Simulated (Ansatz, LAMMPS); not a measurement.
## Glassy 58SiO2-21B2O3-11Na2O-11K2O (mol %) (65 atoms): a short ab initio trajectory

How do the atoms of glassy 58SiO2-21B2O3-11Na2O-11K2O (mol %) (65 atoms) move, and what local order do they keep?

Main program and level: Ansatz 0.2.0; Kohn-Sham DFT, PBE, PAW (set soft_2), plane waves.

## 1. Starting point

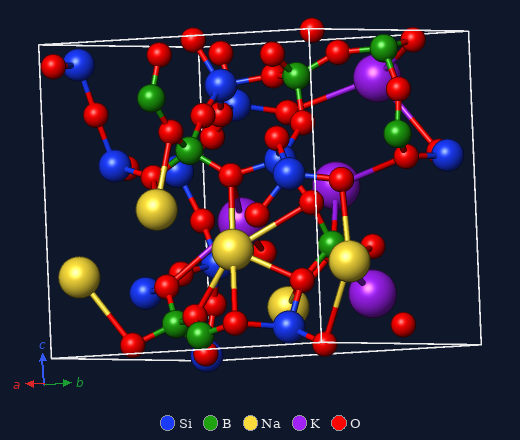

The cell as given, slightly off an axis (silicon blue, boron green, sodium yellow, potassium purple, oxygen red). Bonds to atoms that aren't drawn are left out. Some periodic images of atoms are drawn too.

The cell holds 65 atoms: 11 Si, 8 B, 4 Na, 4 K and 38 O. Cell: a = 9.639 Å, b = 9.639 Å, c = 9.639 Å, α = 90.0°, β = 90.0°, γ = 90.0°. 65 atoms (11 Si, 8 B, 4 Na, 4 K, 38 O) placed at random at 2.27 g/cm³, melted at 3000 K for 20 ps at fixed volume with the Buckingham and Coulomb pair potential of Guillot and Sator (Geochim. Cosmochim. Acta 71, 1249 (2007)) with the boron terms of Wang et al. (J. Non-Cryst. Solids 498, 294 (2018)). Quenched from 3000 K to 300 K at 20 K/ps and fixed volume, held 10 ps at zero pressure.

Limits known from the start: The quench rate of 20 K/ps is many orders above laboratory rates, so the cell is likely richer in defects and strain than a real sample. The starting topology of bonds comes from the classical model, and needn't be the one that DFT or experiment would give. Only the Γ point is sampled, in a cell whose shortest periodic width is 10 Å.

## 2. Single point at the start

A single point comes first, to see the forces before anything moves.

Contents of input.yaml:

```yaml
crystal:
  lattice:
    - [9.63941, 0.0, 0.0]
    - [0.0, 9.63941, 0.0]
    - [0.0, 0.0, 9.63941]
  atoms:
    - { symbol: Si, position: [0.48968, 0.05732, 0.20864] }
    - { symbol: Si, position: [0.17665, 0.14212, 0.30252] }
    - { symbol: Si, position: [0.88798, 0.84003, 0.54668] }
    - { symbol: Si, position: [0.71051, 0.09247, 0.61127] }
    [... 55 atom lines left out ...]
    - { symbol: O, position: [0.46023, 0.98673, 0.06101] }
    - { symbol: O, position: [0.74021, 0.14896, 0.03644] }
    - { symbol: O, position: [0.55216, 0.04308, 0.60734] }
    - { symbol: O, position: [0.43042, 0.76825, 0.94091] }
    - { symbol: O, position: [0.58701, 0.1937, 0.2213] }
    - { symbol: O, position: [0.62005, 0.7595, 0.46123] }
kpoints:
  mp_grid: { grid: [1, 1, 1] }
hamiltonian:
  xc: pbe
scf:
  occupations: { method: fixed }
output:
  forces: true
  stress: true
```

Command:

```
$ ansatz run input.yaml --threads 4 --pin off --max-ram 8192MiB --backend cpu --events-out ev --progress --plain --runs-dir out
```

Run time: 4.6 s. Hardware: 4 threads of Arm Neoverse V2, shared host; peak memory 0.99 GiB.

Numbers from this run:

- free energy: -41959.0501 eV
- free energy per atom: -645.5238 eV/atom
- SCF cycles: 9
- pressure: -2.254 GPa
- r.m.s. force component: 1.159 eV/Å
- longest force: 3.849 eV/Å
- Fermi energy: 4.283 eV

The r.m.s. force component of 1.2 eV/Å and the pressure of -2.3 GPa set the starting point.

Length of the force by element:

| element | coordination | atoms | mean length of the force (eV/Å) | spread | least | most |
| --- | --- | --- | --- | --- | --- | --- |
| B | all | 8 | 2.82 | 0.719 | 1.33 | 3.85 |
| K | all | 4 | 0.960 | 0.111 | 0.768 | 1.04 |
| Na | all | 4 | 0.840 | 0.328 | 0.300 | 1.18 |
| O | all | 38 | 1.54 | 0.663 | 0.113 | 2.98 |
| Si | all | 11 | 2.62 | 0.678 | 1.36 | 3.60 |

## 3. Dynamics started at 300 K

Without a thermostat the total energy must stay constant, which tests forces and time step. The time step is 1.0 fs.

input.yaml: that of step 2 with these lines changed.

```diff
@@ -16 +16,8 @@
   stress: true
+md:
+  timestep: 1.0
+  n_steps: 652
+  ensemble: nve
+  temperature: 300
+  initial_velocities: maxwell_boltzmann
+  seed: 8467
```

The job ended after 32 min (4 threads; peak memory 1.1 GiB; 2 h of CPU time).

The program notes that the SCF threshold is loose for the stress and it switched symmetry off.

Rows from the run:

| time (fs) | T (K) | potential (meV/atom) | conserved (meV/atom) |
| --- | --- | --- | --- |
| 0.0 | 300 | 0.0 | 0.00 |
| 43.0 | 614 | -40.0 | -0.14 |
| 87.0 | 553 | -32.3 | -0.04 |
| 130.0 | 598 | -38.0 | -0.08 |
| 174.0 | 598 | -38.0 | -0.14 |
| 217.0 | 607 | -39.2 | -0.09 |
| 261.0 | 585 | -36.3 | -0.10 |
| 304.0 | 605 | -39.0 | -0.10 |
| 348.0 | 612 | -39.9 | -0.12 |
| 391.0 | 520 | -28.0 | -0.09 |
| 435.0 | 542 | -30.8 | -0.08 |
| 478.0 | 658 | -45.8 | -0.18 |
| 522.0 | 555 | -32.6 | -0.08 |
| 565.0 | 501 | -25.6 | -0.09 |
| 609.0 | 546 | -31.5 | -0.12 |
| 652.0 | 560 | -33.2 | -0.10 |

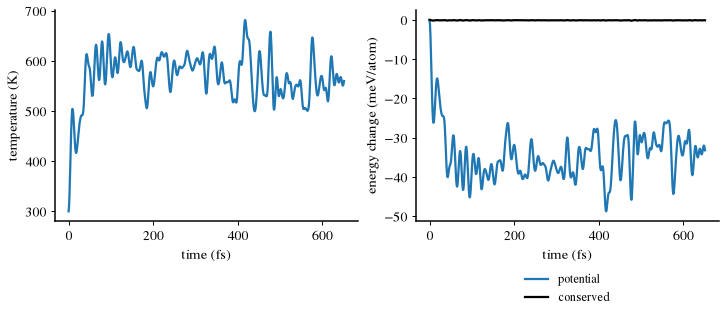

Temperature and energies against time.

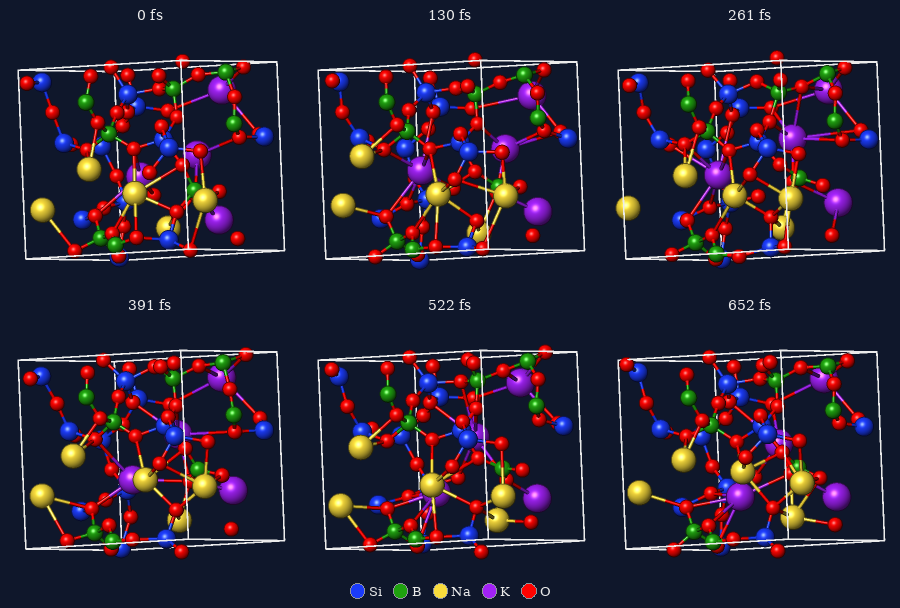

6 frames of the run. Bonds to atoms that aren't drawn are left out.

Mean square displacement from the first frame to the last: Si 0.063 Å², B 0.21 Å², Na 1.4 Å², K 1.3 Å², O 0.18 Å².

Table of mean square displacement by time lag:

```csv
time lag (fs),B (Å²),K (Å²),Na (Å²),O (Å²),Si (Å²)
50,0.0374,0.110,0.265,0.0785,0.0311
100,0.0655,0.363,0.700,0.141,0.0540
150,0.0750,0.632,0.872,0.172,0.0699
200,0.0791,0.858,0.762,0.193,0.0807
250,0.0862,1.09,0.575,0.206,0.0845
300,0.0884,1.32,0.470,0.189,0.0750
```

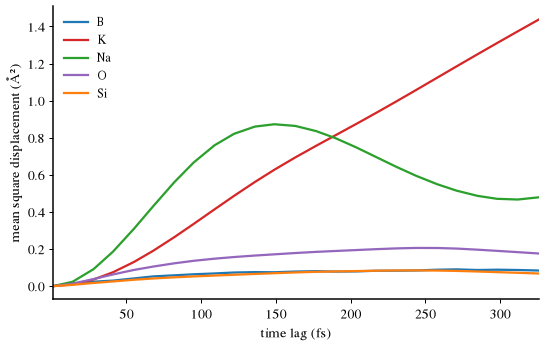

Mean square displacement against time lag.

Over the second half of 652 fs the temperature averages 564 K with swings of 39 K r.m.s. The conserved energy stays within 0.18 meV/atom. From first frame to last Na has the largest mean square displacement, 1.4 Å² at the end; the farthest move is 1.68 Å. The mean temperature of 564 K lies well off the 300 K of the input: without a thermostat, the energy that the start releases heats the cell. The run spans 0.65 ps, too short for its means to be equilibrium values.

## 4. Local order late in the run

The g(r) is a mean over the second half; what follows it is taken at the last frame.

Bonds before and after, by the cutoffs listed below:

```
pair  bonds before  bonds after  mean before (Å)  mean after (Å)  spread before (Å)  spread after (Å)
O-Si            44           44            1.638           1.640              0.029             0.048
 O-B            29           28            1.455           1.452              0.052             0.100
 O-K            19           23            3.139           2.956              0.126             0.226
```

Density 2.32 g/cm³, 13.78 Å³ an atom.

Mean of 14 frames. Pair distribution functions g(r), in bins of 0.2 Å:

```csv
r (Å),total,O-O,O-Si,O-B,O-K,O-Na,Si-Si
1.20,0.02,0.00,0.00,0.15,0.00,0.00,0.00
1.40,1.71,0.00,0.00,11.94,0.00,0.00,0.00
1.60,2.89,0.00,12.11,3.46,0.00,0.00,0.00
1.80,0.36,0.00,1.73,0.13,0.00,0.00,0.00
2.00,0.03,0.00,0.02,0.00,0.00,0.44,0.00
2.20,0.29,0.32,0.00,0.00,0.00,2.54,0.00
2.40,0.97,2.33,0.00,0.00,0.32,1.93,0.00
2.60,1.35,3.07,0.00,0.00,1.13,1.46,0.00
2.80,1.21,2.00,0.01,0.18,1.69,1.02,0.42
3.00,0.85,0.52,0.33,0.77,1.38,0.91,3.35
3.20,0.98,0.66,0.78,1.47,1.21,0.92,3.54
3.40,0.94,0.73,1.19,1.19,0.99,0.77,0.11
3.60,1.03,0.69,1.40,1.35,0.96,0.78,0.00
3.80,1.15,0.76,1.77,1.67,0.97,0.75,0.46
4.00,1.21,0.67,1.88,1.73,0.97,1.21,1.29
4.20,1.08,0.79,1.68,1.05,1.11,0.84,0.72
4.40,0.98,1.02,0.96,0.81,0.82,1.11,1.41
4.60,0.99,1.34,0.59,0.69,0.85,1.07,1.27
```

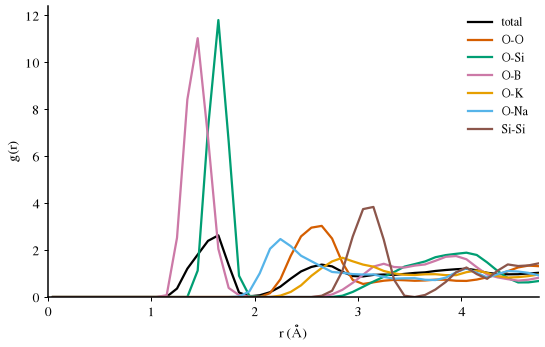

Pair distribution functions, lightly smoothed.

Bonds by pair of elements; cutoffs follow the first minimum of g(r), held within bounds set by covalent radii, and pairs that aren't listed don't count as bonded:

```
pair A-B  cutoff (Å)  bonds  mean length (Å)  spread (Å)  shortest (Å)  B about A  A about B
    O-Si        2.16     44             1.64       0.048          1.52       1.16          4
     O-B        1.83     28             1.45         0.1          1.32      0.737        3.5
     O-K        3.48     23             2.96       0.226          2.57      0.605       5.75
    O-Na        2.77     17             2.35        0.15          2.04      0.447       4.25
```

The cutoff for O-Na falls short of the minimum of g(r), so counts run low and odd coordinations can be artefacts.

How many atoms have how many bonded neighbours:

| element | mean | 2 | 3 | 4 | 5 | 6 | 8 |
| --- | --- | --- | --- | --- | --- | --- | --- |
| B | 3.5 | 0 | 4 | 4 | 0 | 0 | 0 |
| K | 5.75 | 0 | 0 | 1 | 1 | 1 | 1 |
| Na | 4.25 | 1 | 0 | 1 | 1 | 1 | 0 |
| O | 2.95 | 12 | 17 | 8 | 1 | 0 | 0 |
| Si | 4 | 0 | 0 | 11 | 0 | 0 | 0 |

Bond angles, per cent of each kind in bins of 5°:

```csv
angle (°),O-Si-O,O-K-O,O-B-O,O-Na-O,K-O-Si
40–45,0.0,1.7,0.0,0.0,0.0
45–50,0.0,3.4,0.0,0.0,0.0
50–55,0.0,13.6,0.0,0.0,0.0
55–60,0.0,3.4,0.0,6.2,0.0
60–65,0.0,0.0,0.0,9.4,0.0
65–70,0.0,3.4,0.0,6.2,0.0
70–75,0.0,5.1,0.0,6.2,0.0
75–80,0.0,3.4,0.0,9.4,0.0
80–85,0.0,5.1,0.0,3.1,0.0
85–90,0.0,5.1,0.0,0.0,7.7
90–95,1.5,5.1,0.0,0.0,11.5
95–100,15.2,8.5,5.6,9.4,15.4
100–105,10.6,1.7,19.4,9.4,15.4
105–110,28.8,5.1,8.3,6.2,7.7
110–115,24.2,5.1,22.2,0.0,3.9
115–120,10.6,3.4,25.0,6.2,7.7
120–125,6.1,0.0,13.9,6.2,7.7
125–130,1.5,6.8,5.6,6.2,15.4
130–135,0.0,5.1,0.0,3.1,0.0
135–140,1.5,1.7,0.0,9.4,3.9
140–145,0.0,5.1,0.0,0.0,3.9
145–150,0.0,1.7,0.0,3.1,0.0
150–155,0.0,1.7,0.0,0.0,0.0
155–160,0.0,0.0,0.0,0.0,0.0
160–165,0.0,0.0,0.0,0.0,0.0
165–170,0.0,3.4,0.0,0.0,0.0
170–175,0.0,1.7,0.0,0.0,0.0
```

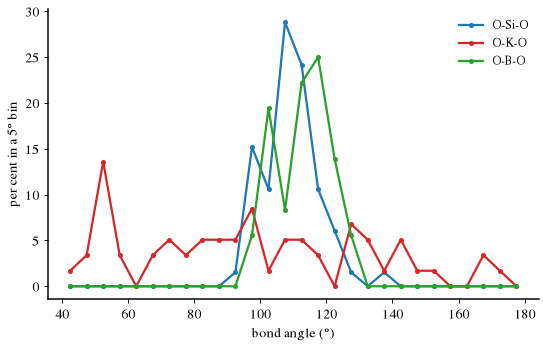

Distributions of the most common bond angles.

Bond angles (no mean is given where the spread exceeds 20°):

```
 angle  count  mean (°)  spread (°)
O-Si-O     66       109         7.9
 O-K-O     59         -           -
 O-B-O     36       113         8.1
O-Na-O     32         -           -
K-O-Si     26       109        15.8
```

Oxygen atoms by the number of network formers (Si, P, Ge, B, Al, As, Ga) bound to them:

```
network formers bound to O  O atoms  per cent
                         0        0         0
                         1        4      10.5
                         2       34      89.5
```

Network units: each former by its oxygen neighbours and how many of them bridge to another former:

```csv
former,O neighbours,bridging O,atoms
Si,4,3,3
Si,4,4,8
B,3,2,1
B,3,3,3
B,4,4,4
```

Bond length by coordination (bonds to H left out):

```
element  coordination  atoms  mean bond length (Å)
      B             3      4                  1.38
      B             4      4                  1.51
      K             4      1                  2.93
      K             5      1                  2.94
      K             6      1                  2.92
      K             8      1                  3.00
     Na             2      1                  2.21
     Na             4      1                   2.3
     Na             5      1                  2.40
     Na             6      1                  2.38
      O             2     12                  1.52
      O             3     17                  2.02
      O             4      8                  2.15
      O             5      1                  2.44
```

Rings of the network by King's shortest-path rule, up to 12 atoms, one path for each pair of neighbours; H, halogens, alkali and alkaline-earth atoms are left out, and the last column divides by all other atoms, bonded or not:

```csv
ring size (atoms),rings,per network atom
8,2,0.035
10,4,0.07
12,15,0.263
```

For some of the pairs, g(r) has its first main peak near 2.6 Å (O-O), 1.6 Å (O-Si), 1.4 Å (O-B), 2.8 Å (O-K), 2.3 Å (O-Na) and 3.1 Å (Si-Si). The O-Si-O angle averages 109° with a spread of 8°. 90 % of the oxygens bridge two formers (Si and B) and 10 % are non-bridging. The commonest Si unit has 4 oxygens, 4 of them shared with other formers (8 of 11 atoms). Rings of 12 atoms are the most common (71 % of those counted); sizes run from 8 to 12, where the search stops.

## 5. Single point at the last frame

The last frame is solved again with fuller output, to read the electronic structure of a thermally displaced geometry.

Contents of input.yaml:

```yaml
crystal:
  lattice:
    - [9.63941, 0.0, 0.0]
    - [0.0, 9.63941, 0.0]
    - [0.0, 0.0, 9.63941]
  atoms:
    - { symbol: Si, position: [0.47296, 0.04597, 0.2232] }
    - { symbol: Si, position: [0.19649, 0.16539, 0.32174] }
    - { symbol: Si, position: [0.90194, 0.83962, 0.56532] }
    - { symbol: Si, position: [0.71258, 0.075, 0.63277] }
    [... 55 atom lines left out ...]
    - { symbol: O, position: [0.43471, 0.95737, 0.08344] }
    - { symbol: O, position: [0.7157, 0.12756, 0.9916] }
    - { symbol: O, position: [0.55212, 0.01221, 0.62233] }
    - { symbol: O, position: [0.37221, 0.74891, 0.9264] }
    - { symbol: O, position: [0.61156, 0.15344, 0.21555] }
    - { symbol: O, position: [0.61722, 0.75827, 0.47564] }
kpoints:
  mp_grid: { grid: [1, 1, 1] }
hamiltonian:
  xc: pbe
scf:
  occupations: { method: fixed }
output:
  forces: true
  stress: true
  populations: true
  dos:
    method: { smearing: { sigma: 0.08 } }
    de: 0.1
    projected: { site_lists: { B: [B], K: [K], Na: [Na], O: [O], Si: [Si] } }
  eigenvalues: true
  write_density: true
  write_potential: true
  volumetric_format: npy
  elf: true
```

Elapsed: 8.1 s, on 4 threads; peak memory 1.1 GiB; 30 s of CPU time.

The program notes that the exchange-correlation potential is rough where the density is thin.

Numbers from this run:

```
free energy                                      : -41961.2073 eV
free energy per atom                             : -645.5570 eV/atom
SCF cycles                                       : 9
pressure                                         : 0.6969 GPa
r.m.s. force component                           : 1.017 eV/Å
longest force                                    : 4.207 eV/Å
Fermi energy                                     : 2.974 eV
gap (highest filled to lowest empty level) : 3.709 eV
spilling of the projection                       : 0.00991
```

Length of the force by element:

```csv
element,coordination,atoms,mean length of the force (eV/Å),spread,least,most
B,all,8,1.97,0.618,0.786,2.82
K,all,4,0.326,0.0895,0.226,0.456
Na,all,4,0.813,0.510,0.368,1.68
O,all,38,1.39,0.675,0.441,2.97
Si,all,11,2.40,0.924,0.852,4.21
```

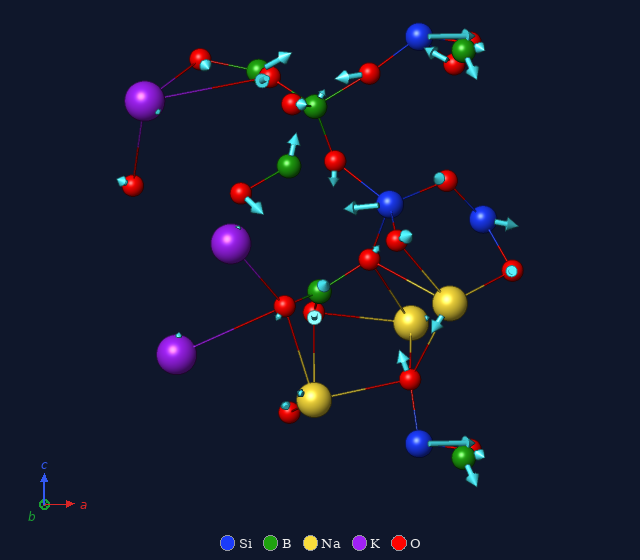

Forces as arrows; the longest in the cell is 4.21 eV/Å. Drawn is a slice 5 Å thick, seen along the normal of the ac plane.

Löwdin charges by element (they lack the spilled electrons, 0.056 e an atom on average):

```
element  coordination  atoms  mean charge (e)  spread   least    most
      B           all      8            0.598  0.0348   0.534   0.651
      K           all      4            0.878  0.0035   0.872   0.882
     Na           all      4            0.820  0.0152   0.796   0.837
      O           all     38           -0.703   0.139  -0.982  -0.391
     Si           all     11             1.71  0.0477    1.64    1.77
```

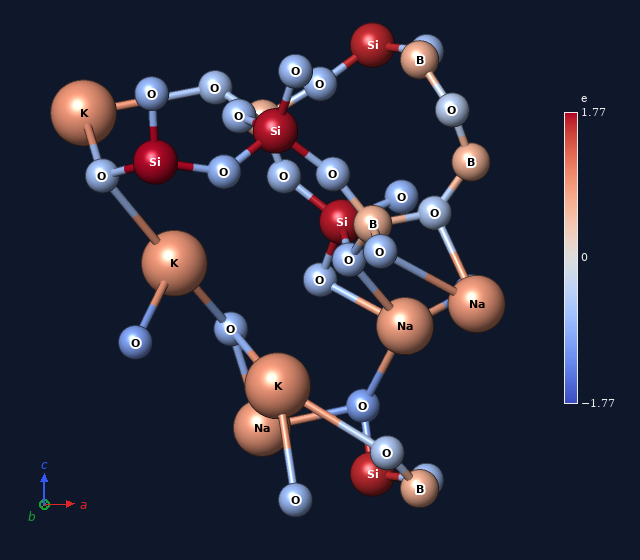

Atoms coloured by Löwdin charge. Drawn is a slice 5 Å thick, seen along the normal of the ac plane.

Density of states as counts of states in windows of 1 eV (from the Fermi level), total and the larger projections:

```
from (eV)  to (eV)  total   O p  Si p  B p   O s   K p
      -18      -17   15.0   0.2   1.3  1.5  11.5   0.0
      -17      -16   12.4   0.2   1.1  0.9   9.5   0.0
      -16      -13    0.0   0.0   0.0  0.0   0.0   0.0
      -13      -12   20.9   0.1   0.0  0.0   0.0  20.7
      -12      -11    3.1   0.0   0.0  0.0   0.0   3.0
      -11      -10    0.0   0.0   0.0  0.0   0.0   0.0
      -10       -9    6.4   4.3   0.2  0.1   0.2   0.0
       -9       -8   11.6   7.9   0.5  0.6   0.4   0.0
       -8       -7   13.4   9.4   1.0  1.0   0.5   0.0
       -7       -6   16.9  12.3   2.1  1.7   0.3   0.0
       -6       -5   17.9  13.2   2.0  1.9   0.3   0.0
       -5       -4   19.0  14.6   1.2  1.8   0.9   0.0
       -4       -3   31.6  26.7   1.5  0.9   1.4   0.0
       -3       -2   39.7  36.3   1.0  0.5   0.8   0.0
       -2       -1   36.2  34.0   0.6  0.3   0.4   0.0
       -1        0   34.6  33.2   0.4  0.2   0.2   0.0
        0        1    0.6   0.6   0.0  0.0   0.0   0.0
        1        3    0.0   0.0   0.0  0.0   0.0   0.0
        3        4    2.0   0.1   0.0  0.0   0.3   0.0
        4        5    0.0   0.0   0.0  0.0   0.0   0.0
```

The curve was stored every 0.100 eV, coarse against its broadening of 0.08 eV, so these counts are rough.

With fixed occupations the program's Fermi level is the highest filled level; weight inside the gap is the broadening of levels at its edges.

Between -26 and -18 eV lie 73 more states.

The stored curve holds about 352 of the 368 electrons; the rest, give or take the few that broadening carries across the Fermi level, lie in deeper levels below its range.

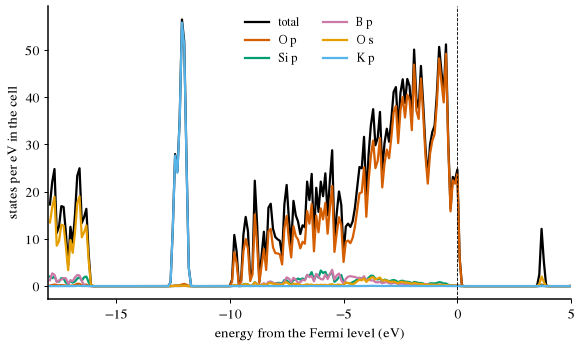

Total and projected density of states, with the broadening of the input.

The levels nearest the highest filled one (over half full), pooled over k-points and spins:

```
level less the highest filled one (eV)  occupation
                                -0.443           2
                                -0.347           2
                                -0.207           2
                                -0.156           2
                               -0.0331           2
                                     0           2
                                  3.71           0
                                  5.19           0
                                  5.32           0
                                  5.57           0
                                  5.86           0
                                  5.98           0
```

Mean Löwdin charges: B +0.60, K +0.88, Na +0.82, O -0.70, Si +1.71 e (they miss 0.99 % of the electrons, so they add up to more than the cell's charge).

## 6. What came out

```yaml
mean_temperature_second_half: 564.2 K
temperature_swing_second_half: 39.4 K
mean_pressure_second_half: -0.2427 GPa
slope_of_the_conserved_energy_against_time_by_least_squares: -0.009 meV/atom/ps
free_energy_per_atom: -645.5570 eV/atom
pressure: 0.6969 GPa
r_m_s_force_component: 1.017 eV/Å
spacing_of_highest_filled_and_lowest_empty_level: 3.709 eV
wall_time_of_the_3_dft_runs: 32 min
```

In words: Over the second half of 652 fs the temperature averages 564 K with swings of 39 K r.m.s. The conserved energy stays within 0.18 meV/atom. The mean temperature of 564 K lies well off the 300 K of the input: without a thermostat, the energy that the start releases heats the cell. The run spans 0.65 ps, too short for its means to be equilibrium values. 90 % of the oxygens bridge two formers (Si and B) and 10 % are non-bridging. The highest filled and lowest empty levels differ by 3.71 eV (at Γ alone); a semilocal functional tends to put such gaps too low. In a disordered cell it changes from sample to sample, and tail or defect levels can set it.

What to keep in mind: The stress is far from hydrostatic: its diagonal is 1.6, -2.5, 3.0 GPa, compression counted positive. The pressure of a single frame lacks the kinetic term, about 0.57 GPa here.

[Logs are printed without paths, hosts, clocks, repeated set-up lines and the standing remarks that a program may print on its own settings, such as how far it seeks lower states.]

[Hosts, paths, dates, database ids (printed as entryN), source tags and the programs' standing remarks are cut or masked in the printed files.]
